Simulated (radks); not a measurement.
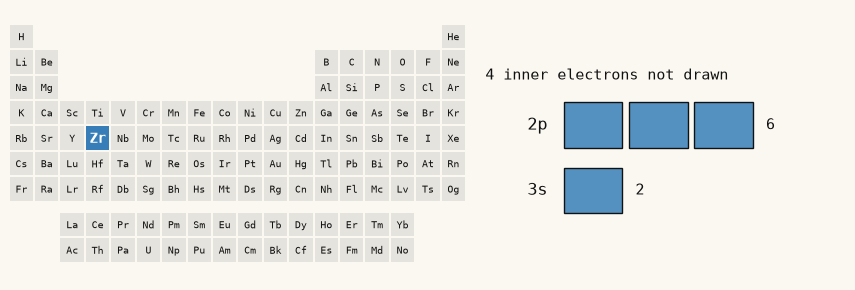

Fig. 1: Left, the place of zirconium in the periodic table; right, the outer shells as the input fills them: a box for each of the 2l + 1 orbitals, shaded by the share of the shell that is filled, with the electron count at the right.

Zr²⁸⁺: atomic calculation

- system: the zirconium ion Zr²⁸⁺ in the configuration [Ne] 3s2.
- method: scalar-relativistic Kohn-Sham, PBE, spin-polarised, spherical densities, finite nucleus (the in-house radial solver radks)

**Input**
```
Z 40
configuration [Ne] 3s2
relativity scalar-relativistic
functional pbe,pbe
spin polarised
nucleus finite rms 4.2694 fm
c 137.035999084
history 2
max_iterations 96
```

Energies in input and log are in hartree, lengths in bohr (the nuclear radius in fm).

Hardware: 1 thread of Intel Xeon, 149 GiB of memory available, shared host.

The run was one of a batch that the task file lists, launched with:
```bash
python <driver script> task.json out
```

**Log**
```
1s      1   1.0000        -707.79787830
2s      1   1.0000        -140.74359841
2p      1   3.0000        -131.47941742
3s      1   1.0000         -55.11188950
1s      2   1.0000        -707.79787830
2s      2   1.0000        -140.74359841
2p      2   3.0000        -131.47941742
3s      2   1.0000         -55.11188950
Etot -3032.8014608551416
Ekin 3132.9337679048513
Encl -6552.7851901498325
Eh 457.1326314649261
Exc -70.0826700750863
err 7.875116786110298e-09
it 28
```

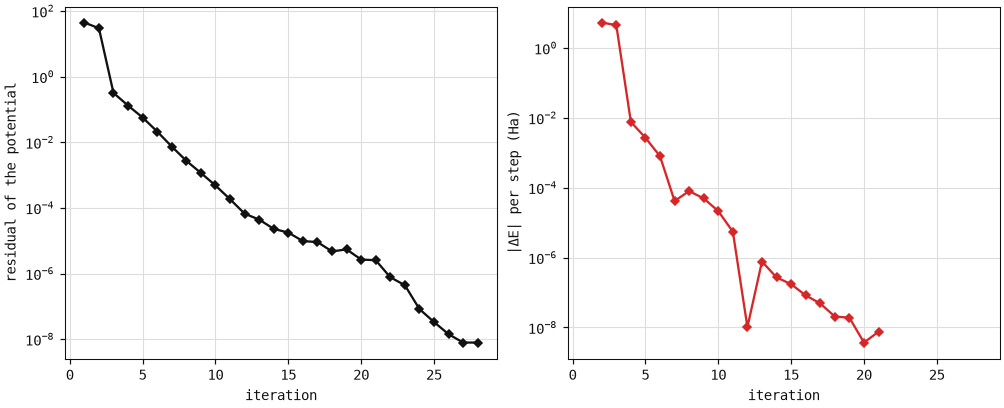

Fig. 2: Convergence: residual of the potential and change of the energy from step to step (the smallest changes aren't drawn) against the iteration. The residual falls almost steadily, with no more than small rises or pauses. It goes from 44 to 7.9×10⁻⁹ in 28 steps.

**Outcome**

```tsv
quantity	value
outcome	converged
total energy	−3032.8015 hartree
kinetic energy	3132.9338 hartree
electron–nucleus energy	−6552.7852 hartree
Hartree energy	457.132631 hartree
exchange–correlation energy	−70.082670 hartree
radius at density 0.001 e/bohr³	0.97 bohr
SCF iterations	28
```

**What is odd here**

A numerical setting was moved from its usual value: mixing history nhist = 2. The program ran to the end, and its total energy equals that of the same run with the usual input (−3032.80146 hartree) within 10⁻⁵ hartree, so the oddity leaves no trace in it.
